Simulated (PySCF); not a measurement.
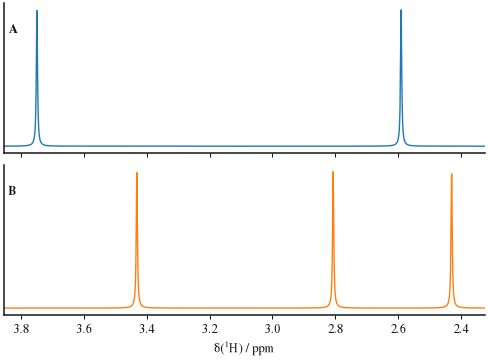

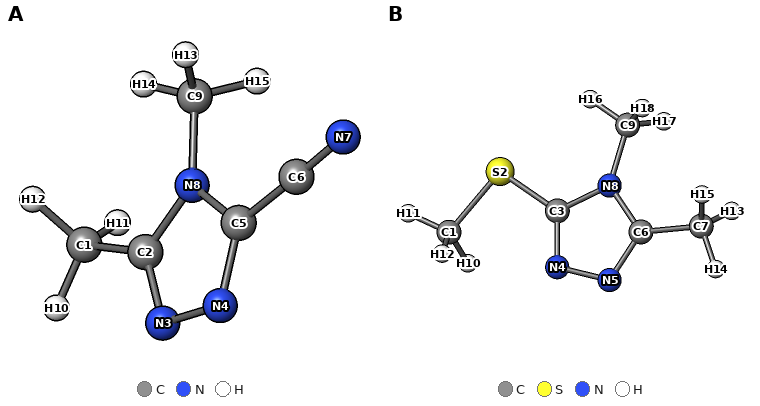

Related molecules: A is C₅H₆N₄, SMILES Cc1nnc(C#N)n1C; B is C₅H₉N₃S, SMILES CSc1nnc(C)n1C. GIAO ¹H shifts against TMS, PBE0/pcSseg-1, PySCF 2.14.0, at a GFN2-xTB geometry (no frequency check); fully decoupled, line heights follow the number of nuclei within a panel, widths are arbitrary (no quadrupolar broadening); values of one conformer, averaged over methyl-type rotors and exact or near symmetry; other conformers aren't averaged in.

### Assign the ¹H signals of each molecule.

A: 3.75 (H13, H14, H15); 2.59 (H10, H11, H12)
B: 3.43 (H16, H17, H18); 2.81 (H10, H11, H12); 2.43 (H13, H14, H15)

Limits of at least one run: the tight-binding geometry is rougher than a DFT one and adds to the error.
